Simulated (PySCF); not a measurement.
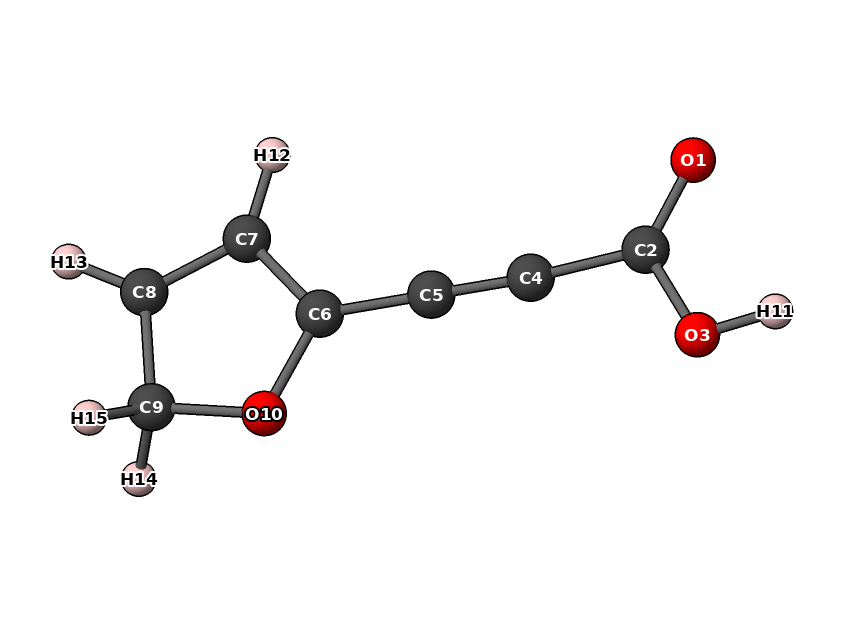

The questions are on Mulliken spin populations. State: neutral, doublet. Computed geometry: GFN2-xTB optimisation. No frequency run is at hand to confirm it as a minimum. Properties computed with UKS B3LYP, pcH-1 on C H O, non-relativistic (PySCF 2.14.0).

List the Mulliken spin populations.

| atom | value (e) |
| --- | --- |
| O1 | 0.08 |
| C2 | −0.01 |
| O3 | 0.01 |
| C4 | 0.32 |
| C5 | −0.13 |
| C6 | 0.41 |
| C7 | −0.17 |
| C8 | 0.36 |
| C9 | −0.04 |
| O10 | 0.11 |
| H11 | 0.00 |
| H12 | 0.01 |
| H13 | −0.02 |
| H14 | 0.04 |
| H15 | 0.04 |

Mulliken values depend strongly on the basis set.
